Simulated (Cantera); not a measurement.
A closed system holds: 1 mol CS₂, 0.14 mol SO₂, held at 160 bar.

Cantera equilibrium calculation (NASA polynomials, part measured and part estimated; ideal gas, pure solids and liquids). Candidate condensed phases: C, S; 22 gas species. The ideal-gas law is rough above about 30 bar. Gases not in the tables: S₃ to S₇. The numbers say what is thermodynamically allowed, not how fast it happens.

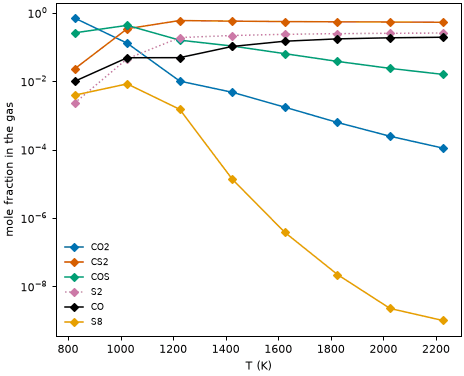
*Equilibrium gas composition (values under 1e-9 drawn at 1e-9)*

Problem. Read off the mole fractions at 2225 K.

Solution. CS₂ about 0.53, S₂ about 0.26, CO about 0.19, COS about 0.016, CO₂ about 0.00011.
